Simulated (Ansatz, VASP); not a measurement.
# KI in two plane-wave programs, part 2 of 2

One calculation is typed for both programs; each brings its own data sets. How far apart do they land? The cell is taken from a series of VASP runs on this material, whose earlier steps may have relaxed, scaled or displaced it; both programs get it as it stands. Other levels of theory on this material are compared in a session of their own. Valence electrons are named where the data sets of a main pair hold unlike numbers.

VASP 6.6.1 and Ansatz 0.2.0.

So far: The starting structure; Ansatz: band structure, LDA, spin-orbit coupling; VASP: band structure, LDA, spin-orbit coupling.

## Step 3: VASP: band structure, LDA, spin-orbit coupling (continued)

Level of this step: LDA, spin-orbit coupling; plane waves and PAW (I, K_sv) (VASP).

Numbers of over 12 decimals in the logs are rounded to 6 here.

OUTCAR, selected parts (step 3):

```text
ion  position               nearest neighbor table
   1  0.500  0.500  0.500-   2 3.52   2 3.52   2 3.52   2 3.52   2 3.52   2 3.52
   2  0.000  0.000  0.000-   1 3.52   1 3.52   1 3.52   1 3.52   1 3.52   1 3.52

  LATTYP: Found a face centered cubic cell.
 ALAT       =     7.0491000000

 Subroutine GETGRP returns: Found 48 space group operations
 (whereof 48 operations were pure point group operations)

The static configuration has the point symmetry O_h .

 Found     16 irreducible k-points:

   k-points           NKPTS =     16   k-points in BZ     NKDIM =     16   number of bands    NBANDS=     28

   dimension x,y,z NGX =    30 NGY =   30 NGZ =   30
   dimension x,y,z NGXF=    60 NGYF=   60 NGZF=   60

   ENCUT  =  350.0 eV  25.72 Ry    5.07 a.u.   7.60  7.60  7.60*2*pi/ulx,y,z

   NELECT =      16.0000    total number of electrons

 k-points in reciprocal lattice and weights: Automatic mesh
   0.00000000  0.00000000  0.00000000       0.005
   0.16666667  0.00000000  0.00000000       0.037
   0.33333333  0.00000000  0.00000000       0.037
   0.50000000  0.00000000  0.00000000       0.019
   0.16666667  0.16666667  0.00000000       0.028
   0.33333333  0.16666667  0.00000000       0.111
   0.50000000  0.16666667  0.00000000       0.111
  -0.33333333  0.16666667  0.00000000       0.111
  -0.16666667  0.16666667  0.00000000       0.056
[...]
-0.33333333  0.33333333  0.16666667       0.111
  -0.33333333  0.50000000  0.16666667       0.056

 average (electrostatic) potential at core
       1 -94.9064       2 -35.6910

 E-fermi :  -0.0990

 k-point     1 :       0.0000    0.0000    0.0000
  band No.  band energies     occupation
    ...
     12      -1.2857      1.00000
     13      -0.2645      1.00000
     14      -0.2645      1.00000
     15      -0.2645      1.00000
     16      -0.2645      1.00000
     17       3.0429      0.00000
     18       3.0429      0.00000
     19       5.6843      0.00000
     20       5.6843      0.00000
     21       5.6843      0.00000
    ...

 k-point     2 :       0.1667    0.0000    0.0000
  band No.  band energies     occupation
    ...
     12      -1.4889      1.00000
     13      -0.6098      1.00000
     14      -0.6098      1.00000
     15      -0.3707      1.00000
     16      -0.3707      1.00000
     17       3.6981      0.00000
     18       3.6981      0.00000
     19       5.5993      0.00000
     20       5.5993      0.00000
     21       5.9800      0.00000
    ...

 k-point     3 :       0.3333    0.0000    0.0000
  band No.  band energies     occupation
    ...
     12      -1.9417      1.00000
     13      -0.9961      1.00000
     14      -0.9961      1.00000
     15      -0.5645      1.00000
     16      -0.5645      1.00000
     17       4.4834      0.00000
     18       4.4834      0.00000
     19       6.1875      0.00000
     20       6.1875      0.00000
     21       6.6976      0.00000
    ...

  Total       -0.6739718     -0.6739718     -0.6739718      0.0000000      0.0000000     -0.0000000
  in kB      -12.3313694    -12.3313694    -12.3313694      0.0000000      0.0000000     -0.0000000
  external PRESSURE =     -12.3313694 kB  Pullay stress =       0.0000000 kB

  energy-cutoff  :      350.00
  volume of cell :       87.57
      direct lattice vectors                 reciprocal lattice vectors
     0.000000000  3.524550000  3.524550000    -0.141862082  0.141862082  0.141862082
     3.524550000  0.000000000  3.524550000     0.141862082 -0.141862082  0.141862082
     3.524550000  3.524550000  0.000000000     0.141862082  0.141862082 -0.141862082

 POSITION                                       TOTAL-FORCE (eV/Angst)
 -----------------------------------------------------------------------------------
      3.52455      3.52455      3.52455         0.000000      0.000000      0.000000
      0.00000      0.00000      0.00000        -0.000000     -0.000000     -0.000000
 -----------------------------------------------------------------------------------
    total drift:                                0.000000      0.000000      0.000000

  FREE ENERGIE OF THE ION-ELECTRON SYSTEM (eV)
  ---------------------------------------------------
  free  energy   TOTEN  =        -6.2672296087 eV

  energy  without entropy=       -6.2672296087  energy(sigma->0) =       -6.26722961

 Spin-Orbit-Coupling matrix elements
 Ion:    1  E_soc:     -0.2613122
 Ion:    2  E_soc:     -0.0089808

 total charge
# of ion       s       p       d       tot
------------------------------------------
    1        1.498   2.839   0.001   4.338
    2        1.956   5.555   0.025   7.536
--------------------------------------------------
tot          3.454   8.394   0.026  11.874

 magnetization (x)
# of ion       s       p       d       tot
------------------------------------------
    1        0.000   0.000  -0.000  -0.000
    2        0.000   0.000   0.000   0.000
--------------------------------------------------
tot          0.000   0.000  -0.000   0.000

 magnetization (y)
# of ion       s       p       d       tot
------------------------------------------
    1        0.000   0.000   0.000   0.000
    2       -0.000   0.000   0.000  -0.000
--------------------------------------------------
tot         -0.000   0.000   0.000  -0.000

 magnetization (z)
# of ion       s       p       d       tot
------------------------------------------
    1        0.000   0.000  -0.000  -0.000
    2        0.000   0.000  -0.000   0.000
--------------------------------------------------
tot          0.000   0.000  -0.000   0.000

[... 3 further parts left out ...]
```

The run ends at a pressure of -1.23 GPa.

## Step 4: Comparison

Known differences besides the potentials themselves: spin-orbit coupling enters by fully relativistic files in Ansatz and inside the spheres in VASP; the two LDA forms differ slightly; the data sets hold 26 valence electrons in Ansatz (on its fully relativistic PAW (standard-fr) files) and 16 in VASP; the cutoff is 420 eV in Ansatz and 350 eV in VASP; VASP's log shows a relativistic correction to its local exchange, Ansatz's none. Total energies have different zeros and are not compared.

Compared:

| quantity | Ansatz | VASP | difference |
| --- | --- | --- | --- |
| pressure (GPa) | -1.23 | -1.23 | 0.00 |
| gap over the path points (eV) | 3.292 | 3.307 | -0.015 |

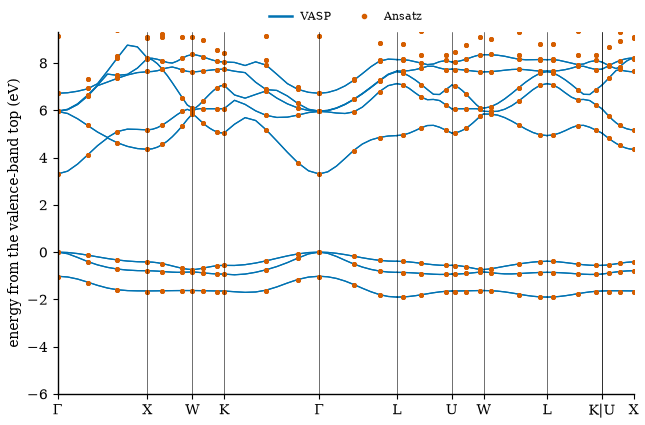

Bands from VASP (lines) and levels from Ansatz (dots). Dots without a line are higher empty bands that the VASP plot leaves out.

Levels at points of the path, from each program's valence-band top (eV; 6 filled, then empty):

| k (reciprocal lattice) | Ansatz | VASP |
| --- | --- | --- |
| 0.000 0.000 0.000 | -1.06 -1.06 0.00 0.00 0.00 0.00 3.29 3.29 5.96 5.96 5.96 5.96 | -1.02 -1.02 0.00 0.00 0.00 0.00 3.31 3.31 5.95 5.95 5.95 5.95 |
| 0.167 0.000 0.167 | -1.30 -1.30 -0.40 -0.40 -0.13 -0.13 4.09 4.09 5.37 5.37 6.61 6.61 | -1.27 -1.27 -0.40 -0.40 -0.13 -0.13 4.11 4.11 5.36 5.36 6.59 6.59 |
| 0.333 0.000 0.333 | -1.62 -1.62 -0.72 -0.72 -0.33 -0.33 4.63 4.63 5.09 5.09 7.37 7.37 | -1.59 -1.59 -0.72 -0.72 -0.33 -0.33 4.62 4.62 5.10 5.10 7.35 7.35 |
| 0.500 0.000 0.500 | -1.67 -1.67 -0.79 -0.79 -0.41 -0.41 4.36 4.36 5.17 5.17 7.64 7.64 | -1.64 -1.64 -0.79 -0.79 -0.42 -0.42 4.35 4.35 5.17 5.17 7.63 7.63 |
| 0.500 0.083 0.583 | -1.67 -1.67 -0.82 -0.82 -0.48 -0.48 4.55 4.55 5.37 5.37 7.73 7.73 | -1.64 -1.64 -0.82 -0.82 -0.49 -0.49 4.55 4.55 5.37 5.37 7.73 7.73 |
| 0.500 0.194 0.694 | -1.66 -1.66 -0.85 -0.85 -0.68 -0.68 5.34 5.34 5.95 5.95 6.54 6.54 | -1.63 -1.63 -0.85 -0.85 -0.69 -0.69 5.34 5.34 5.95 5.95 6.53 6.53 |
| 0.500 0.250 0.750 | -1.66 -1.66 -0.84 -0.84 -0.74 -0.74 5.84 5.84 5.96 5.96 6.10 6.10 | -1.63 -1.63 -0.84 -0.84 -0.74 -0.74 5.84 5.84 5.96 5.96 6.09 6.09 |
| 0.458 0.292 0.750 | -1.67 -1.67 -0.88 -0.88 -0.68 -0.68 5.47 5.47 6.07 6.07 6.39 6.39 | -1.63 -1.63 -0.88 -0.88 -0.68 -0.68 5.47 5.47 6.07 6.07 6.38 6.38 |
| 0.403 0.347 0.750 | -1.68 -1.68 -0.92 -0.92 -0.58 -0.58 5.09 5.09 6.07 6.07 6.95 6.95 | -1.64 -1.64 -0.92 -0.92 -0.58 -0.58 5.09 5.09 6.07 6.07 6.95 6.95 |
| 0.375 0.375 0.750 | -1.68 -1.68 -0.93 -0.93 -0.56 -0.56 5.04 5.04 6.07 6.07 7.06 7.06 | -1.65 -1.65 -0.93 -0.93 -0.56 -0.56 5.04 5.04 6.07 6.07 7.06 7.06 |

Among the levels compared at these points, filled levels agree within 41 meV and empty ones within 15 meV. Ansatz's pressure holds a Pulay correction of 0.02 GPa; VASP's holds none.

## Step 5: What came out

```
largest difference of a filled level at the path points (band structure, LDA, spin-orbit coupling) : 41 meV
```

In words: The largest difference of a filled level at the path points is 41 meV (band structure, LDA, spin-orbit coupling), within the 80 meV picked in this series as the mark of a large difference. The data sets hold unlike numbers of valence electrons (26 in Ansatz and 16 in VASP), so part of the differences comes from the potentials. 4 further runs of this series are not shown here. How closely two codes agree says nothing of how well the functional describes the real material.

[Lines on the potential files, build, host, timing and source positions are cut from VASP's logs without a mark.]

[Logs are printed without paths, hosts, clocks, repeated set-up lines and the standing remarks that a program may print on its own settings, such as how far it seeks lower states.]

[Hosts, paths, dates, database ids (printed as entryN), source tags and the programs' standing remarks are cut or masked in the printed files.]
